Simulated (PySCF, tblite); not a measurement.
# C₅H₈Cl radical: geometry, infrared bands and EPR parameters

What infrared bands and EPR parameters should C₅H₈Cl radical (`[CH2][C@@H]1CC[C@@H]1Cl`) show?

Computed with tblite 0.8.0 and PySCF 2.14.0, with density-fitted response routines of our own, on a single molecule in the gas phase. Atoms count from 0, in the outputs and in this text.

## (1) The starting structure

14 atoms, charge 0, multiplicity 2; geometry from: force field or distance geometry start.

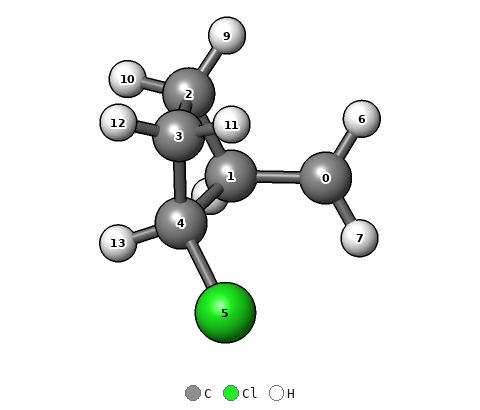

As it starts; carbon grey, chlorine green, hydrogen white, atoms numbered.

## (2) Optimising the geometry with GFN2-xTB

The job: settings as JSON, then the geometry in Å.

```
{"job": {"kind": "relax", "xc": "GFN2-xTB", "basis": "xTB"}, "charge": 0, "multiplicity": 2}
C      1.586300     0.200900    -0.874700
C      0.540100    -0.601600    -0.191100
C     -0.889800    -0.435200    -0.721800
C     -1.128700     0.636300     0.363900
C     -0.003200    -0.062800     1.183800
Cl     1.012000     0.937900     2.261000
H      1.410700     0.593400    -1.876200
H      2.539100     0.391700    -0.389500
H      0.872500    -1.655600    -0.127500
H     -1.011500    -0.076100    -1.749200
H     -1.522900    -1.329500    -0.605600
H     -0.898700     1.646500     0.049200
H     -2.121500     0.625500     0.849000
H     -0.385000    -0.871900     1.806600
```

On the command line:

```bash
$ OMP_NUM_THREADS=1 python probes_run.py task.json out
```

The driver reads the jobs from task.json and runs them one after another.

Output:

```text
step      E/eV     max force
  0    -523.33142    1.427
  1    -523.37926    0.516
  2    -523.40004    0.422
  3    -523.41584    0.246
  4    -523.42123    0.233
  5    -523.42633    0.212
  6    -523.43063    0.172
  7    -523.43451    0.162
  8    -523.43694    0.158
  9    -523.43896    0.142
 10    -523.44120    0.146
 11    -523.44389    0.154
 12    -523.44655    0.151
 13    -523.44901    0.134
 14    -523.45156    0.115
 15    -523.45433    0.141
 16    -523.45664    0.127
 17    -523.45821    0.116
 18    -523.45945    0.108
 19    -523.46081    0.101
 20    -523.46227    0.101
 21    -523.46346    0.095
 22    -523.46437    0.081
 23    -523.46540    0.094
 24    -523.46692    0.140
 25    -523.46880    0.140
 26    -523.47052    0.102
 27    -523.47192    0.121
 28    -523.47342    0.148
 29    -523.47565    0.160
 30    -523.47864    0.169
 31    -523.48163    0.163
 32    -523.48435    0.156
 33    -523.48681    0.131
 34    -523.48885    0.240
 35    -523.49213    0.246
 36    -523.49526    0.170
 37    -523.49906    0.100
 38    -523.49994    0.155
 39    -523.50172    0.133
 40    -523.50299    0.113
 41    -523.50364    0.082
 42    -523.50450    0.100
 43    -523.50586    0.082
 44    -523.50664    0.063
 45    -523.50736    0.070
 46    -523.50798    0.073
 47    -523.50824    0.140
 48    -523.50877    0.046
 49    -523.50900    0.037
 50    -523.50928    0.029
 51    -523.50949    0.033
 52    -523.50975    0.040
 53    -523.50995    0.031
 54    -523.51013    0.029
 55    -523.51024    0.026
 56    -523.51032    0.024
 57    -523.51038    0.019
 58    -523.51044    0.023
 59    -523.51051    0.021
 60    -523.51059    0.021
 61    -523.51064    0.021
 62    -523.51068    0.015
 63    -523.51071    0.015
 64    -523.51077    0.024
 65    -523.51085    0.032
 66    -523.51091    0.032
 67    -523.51097    0.025
 68    -523.51105    0.030
 69    -523.51117    0.035
 70    -523.51136    0.041
 71    -523.51160    0.048
 72    -523.51189    0.045
 73    -523.51229    0.059
 74    -523.51289    0.084
 75    -523.51365    0.095
 76    -523.51419    0.062
 77    -523.51448    0.044
 78    -523.51446    0.045
 79    -523.51463    0.025
 80    -523.51466    0.031
 81    -523.51471    0.027
 82    -523.51480    0.021
 83    -523.51484    0.018
 84    -523.51488    0.017
 85    -523.51490    0.016
 86    -523.51494    0.016
 87    -523.51498    0.015
 88    -523.51503    0.017
 89    -523.51508    0.014
 90    -523.51510    0.015
 91    -523.51512    0.009
```

Run time: 0.38 s. Hardware: 1 thread of Arm Neoverse V2, shared host.

The steps of the relaxation: (not every step is listed)

| step | energy from step 0 (eV) | largest force (eV/Å) |
| --- | --- | --- |
| 0 | 0.0000 | 1.4272 |
| 1 | -0.0478 | 0.5162 |
| 2 | -0.0686 | 0.4218 |
| 3 | -0.0844 | 0.2458 |
| 4 | -0.0898 | 0.2328 |
| 5 | -0.0949 | 0.2120 |
| 6 | -0.0992 | 0.1717 |
| 7 | -0.1031 | 0.1622 |
| 8 | -0.1055 | 0.1578 |
| 15 | -0.1229 | 0.1415 |
| 22 | -0.1330 | 0.0813 |
| 29 | -0.1442 | 0.1596 |
| 36 | -0.1638 | 0.1697 |
| 43 | -0.1744 | 0.0822 |
| 50 | -0.1779 | 0.0295 |
| 57 | -0.1790 | 0.0188 |
| 64 | -0.1793 | 0.0235 |
| 71 | -0.1802 | 0.0475 |
| 78 | -0.1830 | 0.0453 |
| 85 | -0.1835 | 0.0163 |
| 86 | -0.1835 | 0.0158 |
| 87 | -0.1836 | 0.0148 |
| 88 | -0.1836 | 0.0166 |
| 89 | -0.1837 | 0.0137 |
| 90 | -0.1837 | 0.0146 |
| 91 | -0.1837 | 0.0095 |

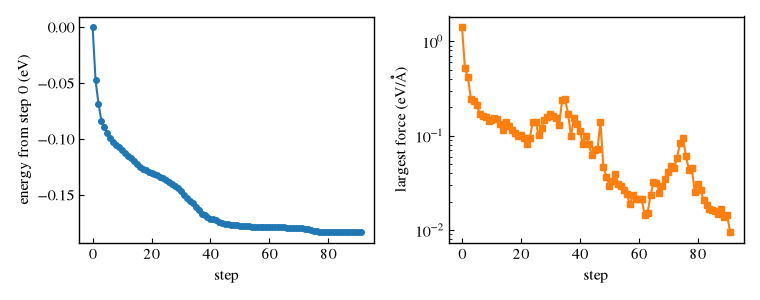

Energy and force, step by step.

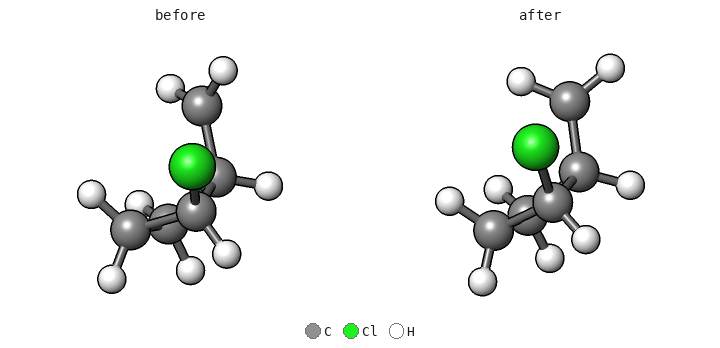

The geometry before (left) and after (right).

Close pairs (by a distance rule), those that changed most:

| bond | before (Å) | after (Å) | change (Å) |
| --- | --- | --- | --- |
| C3–C4 | 1.558 | 1.526 | -0.032 |
| C0–C1 | 1.485 | 1.456 | -0.029 |
| C1–C2 | 1.534 | 1.553 | +0.019 |
| C3–H12 | 1.105 | 1.088 | -0.017 |
| C0–H6 | 1.090 | 1.073 | -0.017 |
| C4–Cl5 | 1.787 | 1.771 | -0.016 |
| C1–H8 | 1.107 | 1.091 | -0.016 |
| C2–H10 | 1.102 | 1.087 | -0.015 |

The final coordinates are the input of the step that follows.

## (3) Vibrational analysis with GFN2-xTB

The job: settings as JSON, then the geometry in Å.

```
{"job": {"kind": "ir", "xc": "GFN2-xTB", "basis": "xTB"}, "charge": 0, "multiplicity": 2}
C      1.618531     0.071640    -0.840841
C      0.536522    -0.631206    -0.166756
C     -0.874395    -0.393365    -0.770559
C     -1.236483     0.538325     0.393528
C     -0.007411     0.042146     1.149439
Cl     1.010695     1.282476     1.897874
H      1.452323     1.048907    -1.251301
H      2.620945    -0.307612    -0.818213
H      0.800115    -1.677421    -0.001787
H     -0.871527     0.063436    -1.756735
H     -1.472231    -1.301045    -0.794943
H     -1.157183     1.589782     0.128268
H     -2.190857     0.364784     0.885988
H     -0.229722    -0.691320     1.923872
```

Output:

```text
mode    cm-1     km/mol
  1      71.6      0.42
  2     118.4      1.88
  3     173.5      0.17
  4     311.9      1.11
  5     367.8      0.83
  6     402.1      6.84
  7     548.1     41.75
  8     630.0     11.37
  9     750.3      1.42
 10     803.3      3.05
 11     880.3      3.16
 12     915.0      0.10
 13     934.4      0.99
 14    1015.2      2.25
 15    1038.3      0.30
 16    1067.3      2.06
 17    1100.3      1.55
 18    1118.3      3.82
 19    1178.8      1.47
 20    1201.6      0.96
 21    1218.9      1.92
 22    1224.1     11.44
 23    1243.4      0.39
 24    1257.7     15.78
 25    1306.4      0.48
 26    1404.3      0.28
 27    1461.1      1.49
 28    1477.3      1.94
 29    2956.5      8.53
 30    2965.3     30.51
 31    3009.3     12.63
 32    3020.9     25.77
 33    3025.5     33.00
 34    3032.1     30.56
 35    3136.6     10.27
 36    3179.0     22.86
```

It took 0.29 s on 1 thread of Arm Neoverse V2, shared host.

Which atoms move in the most intense modes:

| cm⁻¹ | km/mol | atoms |
| --- | --- | --- |
| 548 | 41.8 | H6 33 %, C0 24 %, H7 21 % |
| 1258 | 15.8 | H11 34 %, C3 27 %, H12 17 %, H13 12 % |
| 2965 | 30.5 | H13 49 %, H8 42 % |
| 3009 | 12.6 | H12 58 %, H10 19 % |
| 3021 | 25.8 | H12 33 %, H9 24 %, H10 21 %, H11 14 % |
| 3026 | 33.0 | H9 48 %, H10 45 % |
| 3032 | 30.6 | H11 71 %, H9 14 % |
| 3179 | 22.9 | H7 52 %, H6 38 %, C0 10 % |

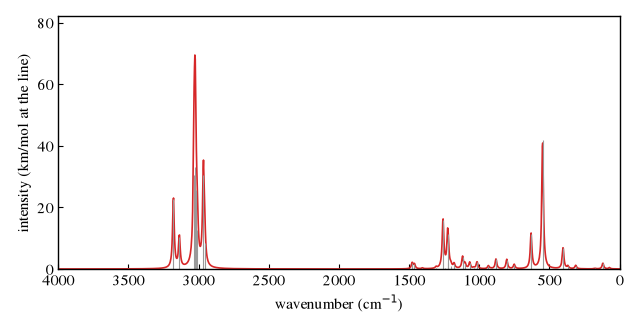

The infrared spectrum from these modes, unscaled. Lines are broadened to a width of 14 cm⁻¹ (Lorentzian).

## (4) EPR parameters: B3LYP/pcH-1

Settings changed since step 3:

```diff
@@ -1,2 +1,2 @@
-{"job": {"kind": "ir", "xc": "GFN2-xTB", "basis": "xTB"}, "charge": 0, "multiplicity": 2}
+{"job": {"kind": "epr", "basis": "pcH-1"}, "charge": 0, "multiplicity": 2}
 C      1.618531     0.071640    -0.840841
```

With the program's defaults for keys left out, this is: UKS B3LYP, pcH-1 on C Cl H, non-relativistic, mean-field spin-orbit, GIAO.

Output:

```text
UKS, coarse grid
  cycle   1  E = -655.43803555  |g| = 2.84e-01
  cycle   2  E = -655.43335132  |g| = 3.02e-01
  cycle   3  E = -655.47759841  |g| = 4.50e-02
  cycle   4  E = -655.47839062  |g| = 2.05e-02
  cycle   5  E = -655.47858337  |g| = 5.39e-03
  cycle   6  E = -655.47859661  |g| = 3.30e-03
  cycle   7  E = -655.47860257  |g| = 8.71e-04
UKS, final grid
  cycle   1  E = -655.47854304  |g| = 1.09e-03
  cycle   2  E = -655.47854233  |g| = 1.65e-03
  cycle   3  E = -655.47854361  |g| = 1.19e-04
  cycle   4  E = -655.47854361  |g| = 5.30e-05
  cycle   5  E = -655.47854362  |g| = 2.23e-05
E = -655.47854362 Eh   <S^2> = 0.7539 (exact 0.7500)
g shifts (ppm)      1          2          3
  rmc          -145       -145       -145
  gc             11         38         29
  oz_so        -150        495       1388
  total        -284        388       1272
hyperfine (MHz)  atom isotope    a_iso     a_fc   dipolar eigenvalues
    0   13C      92.25      92.36    -80.24    -79.49    159.73
    1   13C     -34.76     -34.77     -2.79     -0.89      3.68
    2   13C      49.80      49.80     -3.86     -3.53      7.40
    3   13C      -4.12      -4.12     -0.74     -0.36      1.10
    4   13C     106.17     106.21     -8.48     -8.14     16.62
    5  35Cl       4.27       4.29     -1.47     -0.46      1.93
    6    1H     -60.24     -60.25    -38.21     -0.82     39.04
    7    1H     -61.82     -61.83    -38.76     -0.31     39.06
    8    1H      17.80      17.80     -5.18     -4.25      9.43
    9    1H      -3.60      -3.60     -5.11     -2.16      7.27
   10    1H       2.07       2.07     -2.57     -1.93      4.51
   11    1H       0.50       0.50     -1.95     -1.70      3.65
   12    1H      -0.01      -0.01     -1.51     -0.74      2.25
   13    1H       1.22       1.22     -4.61     -2.06      6.67
```

It took 53 s on 1 thread of Arm Neoverse V2, shared host; peak memory 0.98 GiB.

Principal g values 2.00204, 2.00271, 2.00359; g(iso) = 2.00278, against 2.00232 for a free electron.

Mean a(iso) over the nuclei that a row names, and the largest dipolar term of the row (other rows stand at the frozen geometry):

| nuclei | isotope | a(iso) (MHz) | a(iso) (G, at g = 2.0023) | largest dipolar term (MHz) |
| --- | --- | --- | --- | --- |
| C4 | 13C | 106.2 | 37.9 | 16.6 |
| C0 | 13C | 92.2 | 32.9 | 159.7 |
| H6, H7 | 1H | -61.0 | -21.8 | 39.1 |
| C2 | 13C | 49.8 | 17.8 | 7.4 |
| C1 | 13C | -34.8 | -12.4 | 3.7 |
| H8 | 1H | 17.8 | 6.4 | 9.4 |
| Cl5 | 35Cl | 4.3 | 1.5 | 1.9 |
| C3 | 13C | -4.1 | -1.5 | 1.1 |
| H9 | 1H | -3.6 | -1.3 | 7.3 |
| H10 | 1H | 2.1 | 0.7 | 4.5 |
| H13 | 1H | 1.2 | 0.4 | 6.7 |
| H11 | 1H | 0.5 | 0.2 | 3.7 |
| H12 | 1H | 0.0 | 0.0 | 2.2 |

Mulliken spin populations:

C0 1.06; C1 -0.09; C2 0.03; C3 0.00; C4 0.08; Cl5 0.00; H6 -0.04; H7 -0.05; H8 0.01; H9 0.00; H10 0.00; H11 0.00; H12 0.00; H13 0.00

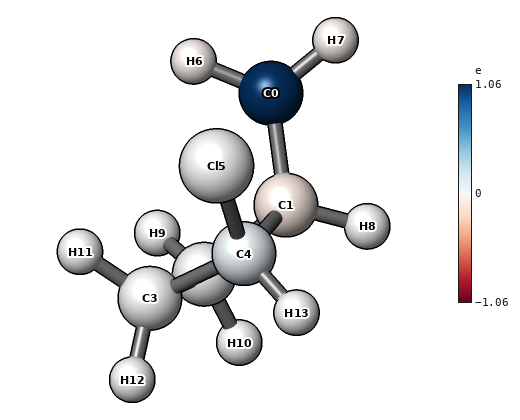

Mulliken spin populations, as colours on the atoms.

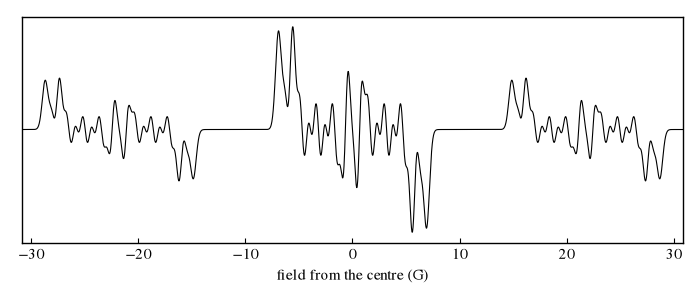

First-order isotropic spectrum (first derivative, main isotopes with spin only, couplings over 0.8 MHz, Gaussian width 0.3 G; couplings of the frozen geometry, rotation of groups not averaged beyond the rows shown).

Orbitals, density, ELF and potential are computed afterwards from the orbital file.

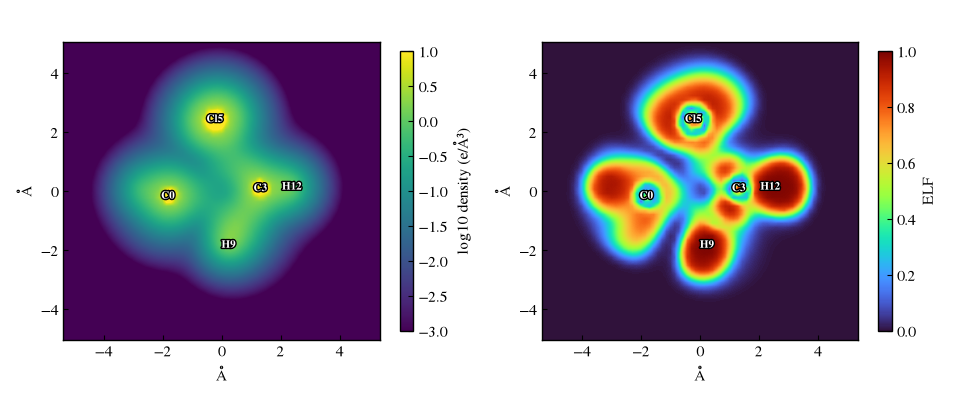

Density (left) and ELF (right) in a plane through or near 5 of the atoms.

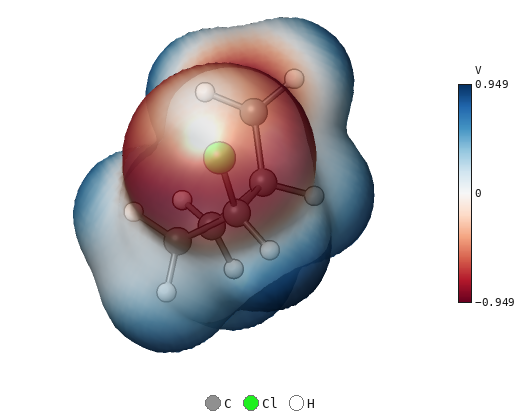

The potential that a unit positive charge feels on the 0.002 e/bohr³ surface, from -0.81 V near Cl5 to 0.95 V near H13.

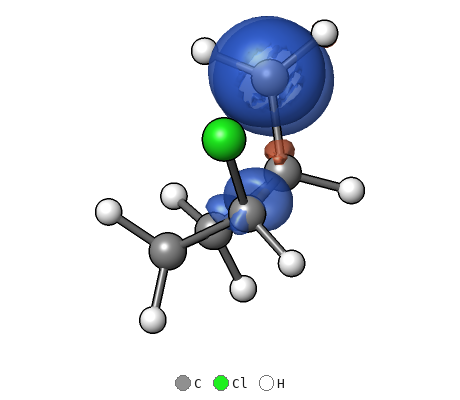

Spin density at ±0.04 e/Å³ (alpha excess blue, beta excess red).

## (5) Results

| quantity | value |
| --- | --- |
| strongest single infrared mode (GFN2-xTB) | 548 cm⁻¹, 42 km/mol |
| zero-point energy (GFN2-xTB) | 70.8 kcal/mol |
| g(iso) (B3LYP) | 2.00278 |
| ⟨S²⟩ | 0.754 (exact 0.75) |
| largest a(iso) (averaged by class) | 13C on C4, 106.2 MHz |
| surface potential, least and greatest | -0.81 V and 0.95 V |

In words: Over 91 steps the energy fell by 0.184 eV; of the close pairs, C3–C4 changed most, 1.558 to 1.526 Å. All 36 modes are real, so the xTB geometry is a minimum. The strongest single mode, at 548 cm⁻¹, has its largest shares on H6, C0 and H7 (the list is cut at 3 atoms). Unscaled tight-binding wavenumbers are off by several per cent, some by more. Its intensities can rank the bands wrongly. C0 carries the largest spin population, 1.06 e. The isotropic g lies 0.5 ppt above the free-electron value.
